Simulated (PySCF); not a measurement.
C$_{5}$H$_{2}$F$_{2}$O$_{2}$

Input

```
{"job": {"kind": "nmr", "xc": "PBE0", "basis": "pcSseg-1"}, "charge": 0, "multiplicity": 1}
O      2.718843     1.046059     0.257231
C      2.059472     0.077189     0.087833
F      2.653425    -1.134633    -0.070499
C      0.613998    -0.028473     0.017216
C     -0.332639     0.969414     0.130888
C     -1.563677     0.308692    -0.015225
F     -2.768669     0.865550     0.022292
C     -1.296033    -1.024106    -0.205590
O      0.017620    -1.222581    -0.185108
H     -0.155702     2.012038     0.293603
H     -1.941214    -1.866478    -0.358604
```

Command:

```sh
OMP_NUM_THREADS=1 python probes_run.py task.json out
```

Geometry: GFN2-xTB.

Level of theory: PBE0/pcSseg-1, SCF density, gas phase, non-relativistic in PySCF 2.14.0.

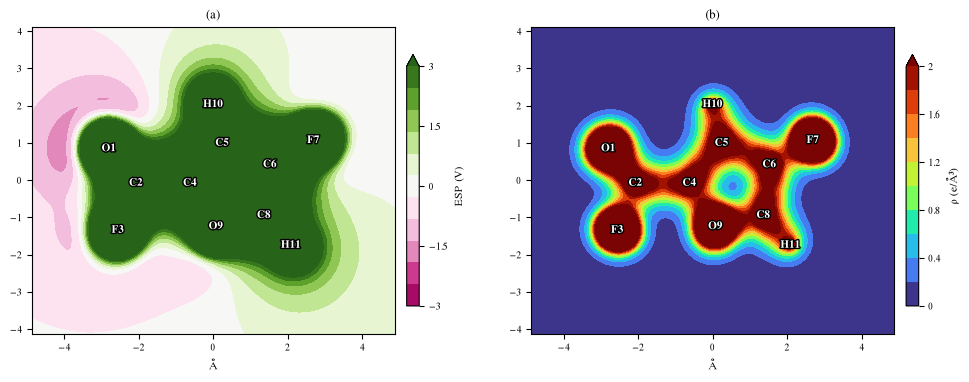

Figure 1. (a) molecular electrostatic potential; (b) total electron density on the molecular plane.

### Read the bonding off the picture.

- The plane passes through O, C, F and H nuclei.
- C–O (1.18 Å): ρ is about 3.5 e/Å³ halfway.
- C–F (1.33 Å): ρ is about 2.4 e/Å³ halfway.
- C–C (1.37 Å): the density is about 2.2 e/Å³ at the midpoint.
- C–H (1.07 Å): ρ is about 2.1 e/Å³ halfway.
- C–O (1.33 Å): the density is about 2.5 e/Å³ at the midpoint.
- Outside the dense part of the molecule the potential is most negative (−1.6 V) near O1.

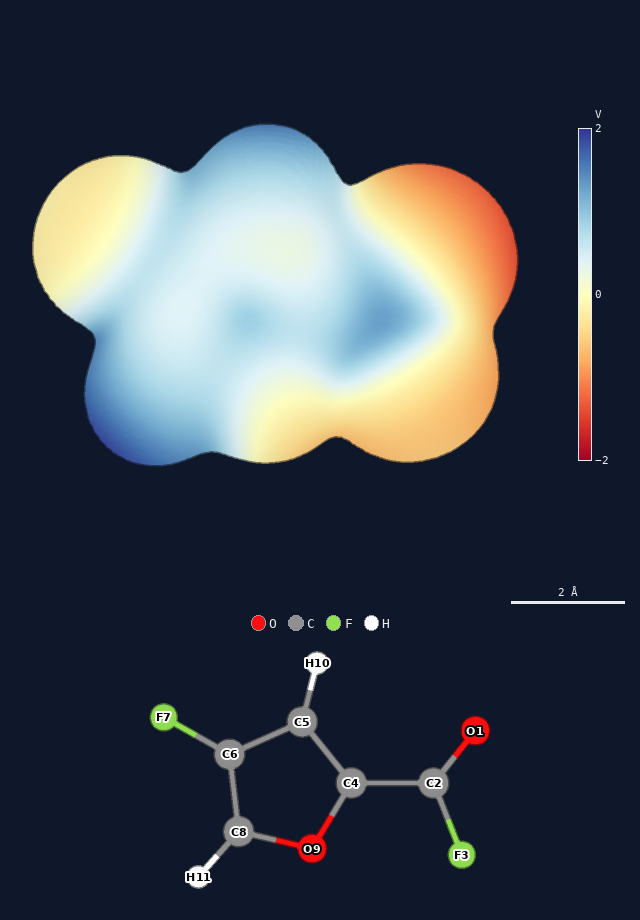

Figure 2. The electrostatic potential painted on the density surface at 0.002 e/bohr³, seen across its widest extent; the colour scale runs from red (negative) to blue (positive). The bare structure is drawn below in the same view.

### Describe the electrostatic potential map.

The most negative region (about −1.4 V) lies over O1, the most positive (about +1.8 V) over H11. O1 is the likeliest acceptor of a hydrogen bond.

### How polar is the molecule by this calculation?

Its dipole moment is 3.06 D.
